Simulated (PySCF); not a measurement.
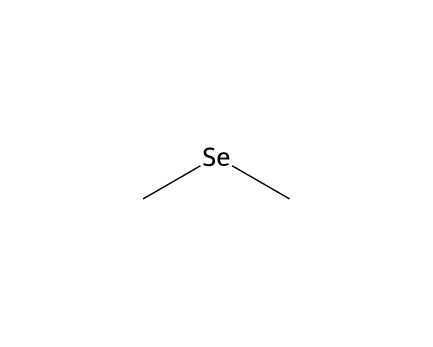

Skeletal drawing of a molecule.

Write the SMILES.

C[Se]C

Give the formula, hydrogens included.

C2H6Se.

An optimisation with PBE0-D3(BJ)/def2-SVP gave a structure of which point group?

C2v.

The parts below concern this one geometry. Atoms keep their numbers from picture to picture. The computed structure is the end point of a PBE0-D3(BJ)/def2-SVP optimisation. No frequency run is at hand to confirm it as a minimum.

**Shape**

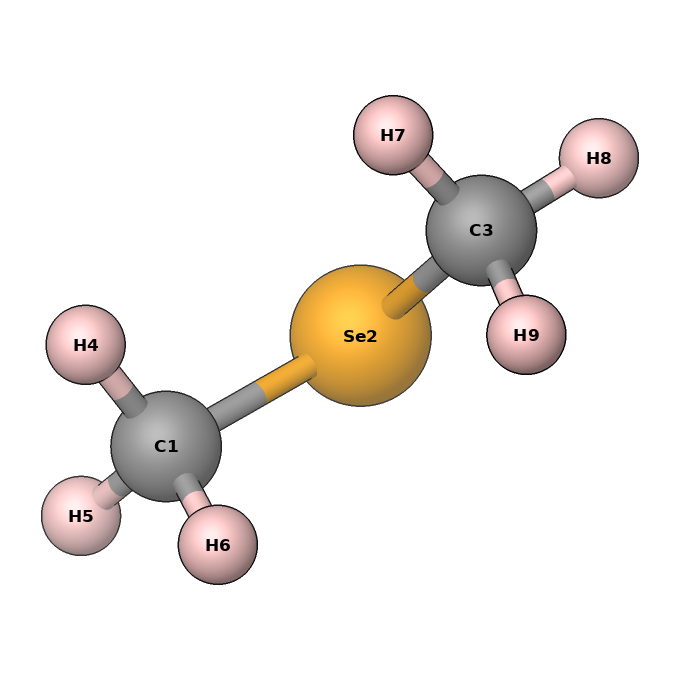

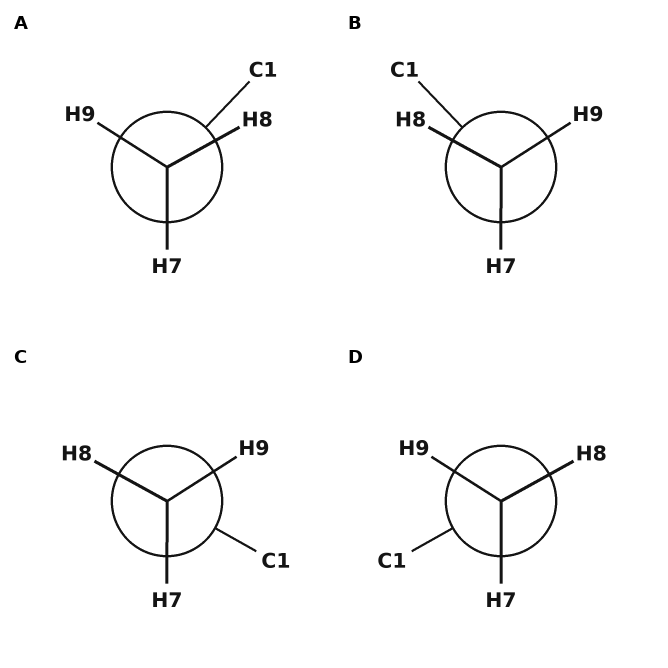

Atoms fade into the background with distance from the viewer. Bonds that would overlap in a projection are set slightly apart. No frequency run is at hand to confirm it as a minimum.

Which Newman projection shows the view along C3–Se2, with C3 in front?

C. The torsion angle H7–C3–Se2–C1 is −61°, synclinal (gauche).

**Levels of theory compared**

No frequency run is at hand to confirm it as a minimum. Program: PySCF 2.14.0.

Tabulate lowest singlet excitation (eV), HOMO energy (eV) at these levels: PBE0/6-31G*; PBE0/aug-cc-pVDZ; PBE0/aug-cc-pVTZ; PBE0/def2-SVP; PBE0/def2-TZVP; PBE0/def2-TZVPD.

| level | lowest singlet excitation (eV) | HOMO energy (eV) |
| --- | --- | --- |
| PBE0/6-31G* | 5.02 | −5.88 |
| PBE0/aug-cc-pVDZ | 4.62 | −6.02 |
| PBE0/aug-cc-pVTZ | 4.62 | −6.04 |
| PBE0/def2-SVP | 5.05 | −5.88 |
| PBE0/def2-TZVP | 4.84 | −6.01 |
| PBE0/def2-TZVPD | 4.65 | −6.04 |

**Dipole moment**

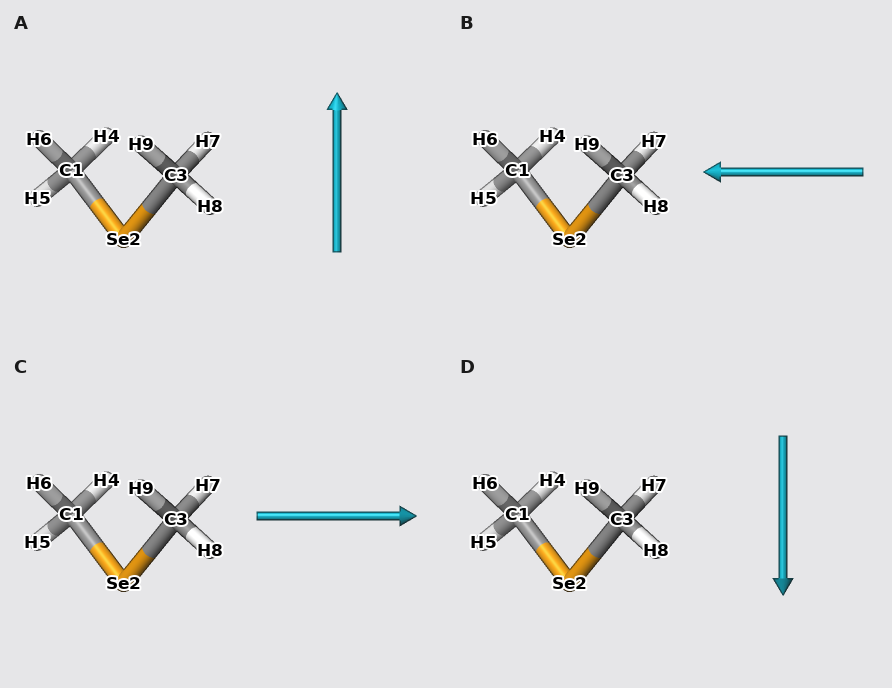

The same molecule four times, each with an arrow. No frequency run is at hand to confirm it as a minimum. Level of theory: PBE0/def2-TZVPD, gas phase (PySCF 2.14.0).

Which arrow points along the dipole moment, from the negative to the positive end?

A. The dipole moment is 1.54 D; it points from the side of Se2 to the side of H4, H6, H7, H9 (the outermost atoms at the two ends).

**Polarisability**

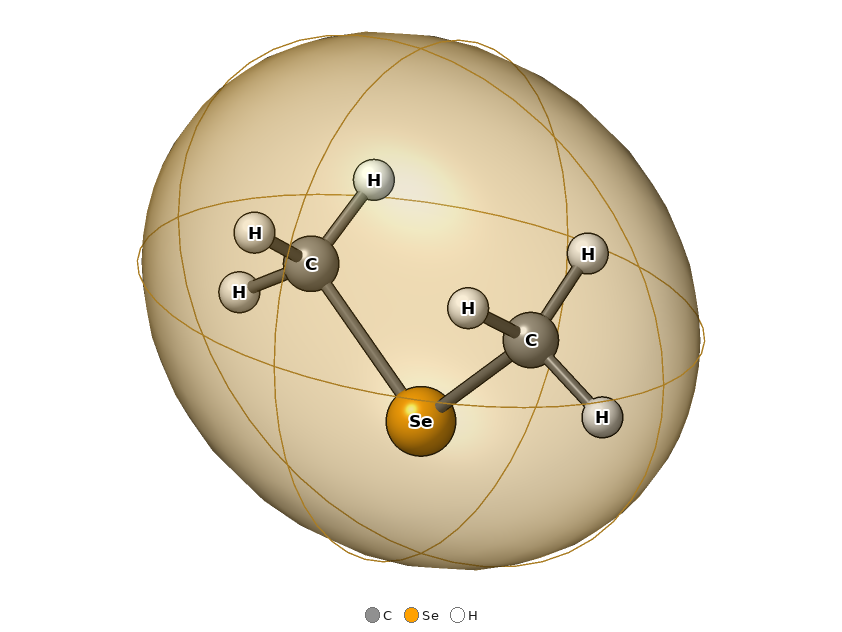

The ellipsoid shows the static dipole polarisability: its half-axes are proportional to the principal values. No frequency run is at hand to confirm it as a minimum. Computed with PBE0/def2-TZVP (PySCF 2.14.0).

Give the principal values, the mean and the anisotropy.

Principal values 42.0, 51.9, 61.2 bohr³; mean 51.7 bohr³ (7.66 Å³); anisotropy 16.7 bohr³, so the longest axis is 1.46 times the shortest.
